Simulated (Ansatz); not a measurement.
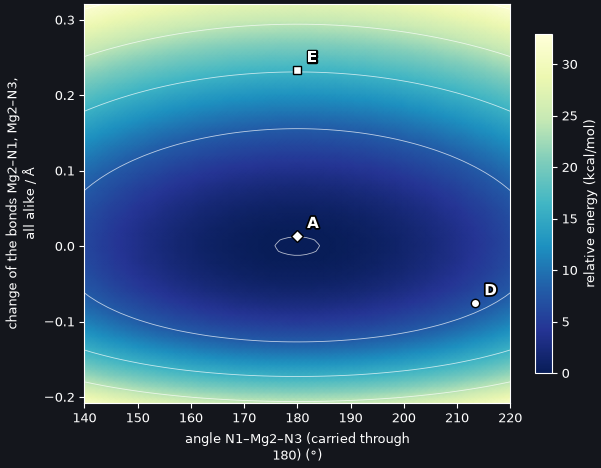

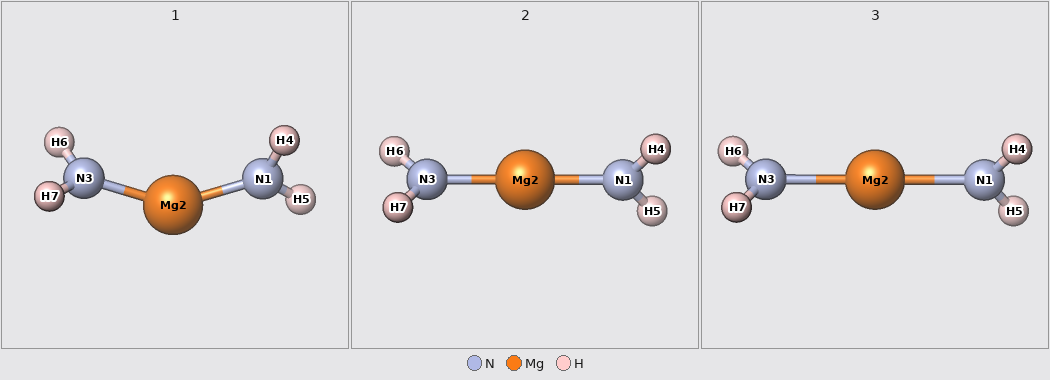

H4MgN2, SMILES [NH2][Mg][NH2]. Coordinates scanned: (1) angle N1–Mg2–N3 (carried through 180); (2) change of the bonds Mg2–N1, Mg2–N3, all alike. Nothing is relaxed (all other coordinates rigid). The scan uses a 13 × 13 grid. Points are written as (first, second). Energies are in kcal/mol, from the lowest grid point. Computed with Ansatz, RKS r2SCAN-D4/def2-TZVP.

Drawn: a smooth colour map with a few white contour lines, lettered points. Between grid points the surface is interpolated. The numbered pictures are the structures at these points, in random order.

### Which structure belongs to which point?

A is structure 2: (180.0°, 0.013 Å), 0.0 kcal/mol; D is structure 1: (213.3°, −0.076 Å), 7.0 kcal/mol; E is structure 3: (180.0°, 0.233 Å), 16.2 kcal/mol.
